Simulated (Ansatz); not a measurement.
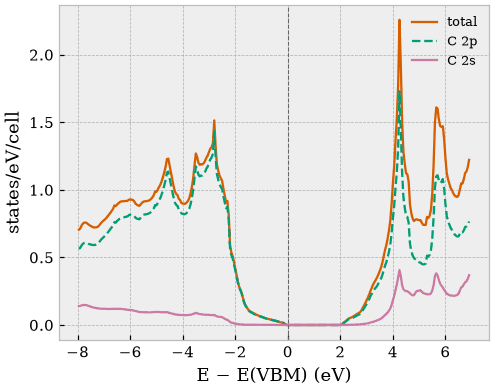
Fig. 1. Total and projected density of states of C in space group P6_222 (No. 180; C on 3c), PBE in the plane-wave PAW code Ansatz

**Question.** Which orbitals carry the states next to the gap?

**Answer.** Top 1 eV of the valence band: C 2p 98 %. Bottom 1 eV of the conduction band: C 2p 87 %, outside the projected shells 9 %. Projections are on Löwdin-orthogonalised atomic valence shells; empty p or d shells of many metals are not among them.

**Question.** Where is the tallest occupied peak in this window, and what makes it?

**Answer.** Near -2.8 eV, about 1.5 states/eV per cell; the largest projected share is C 2p.

The start of the workflow was typed in or built on a structure type; neither database checked (COD, Materials Project) lists it. It is not the phase usual at ambient conditions (space group No. 194, 227). The PBE relaxation kept the symmetry of its start; whether a distortion lowers the energy is not shown.

Potentials: the earlier of the program's two PAW sets.
